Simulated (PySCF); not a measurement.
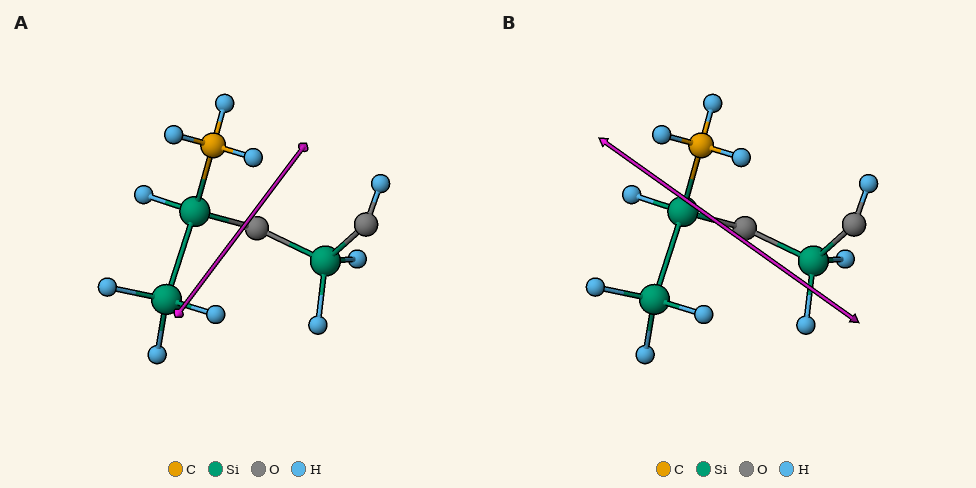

The double arrows show the directions of two transition dipoles from the ground state (lengths mean nothing). The computed structure is the end point of a PBE0-D3(BJ)/def2-SVP optimisation. No frequency run is at hand to confirm it as a minimum. Method: TDDFT PBE0/def2-SVPD, vertical, IEF-PCM chloroform (non-equilibrium linear response), core orbitals frozen in the response (PySCF 2.14.0).

**One belongs to singlet state 1 and one to singlet state 3. Which is which?**

A: state 3, 7.04 eV (176 nm), oscillator strength 0.037, mainly HOMO → LUMO+2 (weight 0.63).
B: state 1, 6.36 eV (195 nm), oscillator strength 0.032, mainly HOMO → LUMO (weight 0.96).
